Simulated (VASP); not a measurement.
Band structure of CdSe (space group F-43m). Calculation: PBE GGA, VASP's PBE PAW potentials (set 64) (plane waves; VASP).

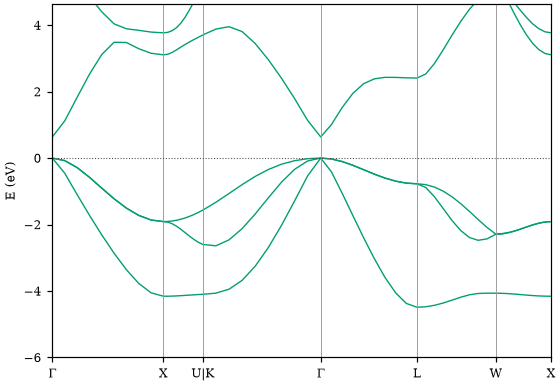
Bands along high-symmetry lines, zero at the valence-band maximum or, without a gap, the Fermi level

### Question
Read the plot: is there a gap, and where are the band edges?

### Answer
The gap is direct, 0.64 eV, from the valence maximum at Γ to the conduction minimum at Γ.

The structure is a typed CdSe crystal (F-43m). The cell was not relaxed at this level.
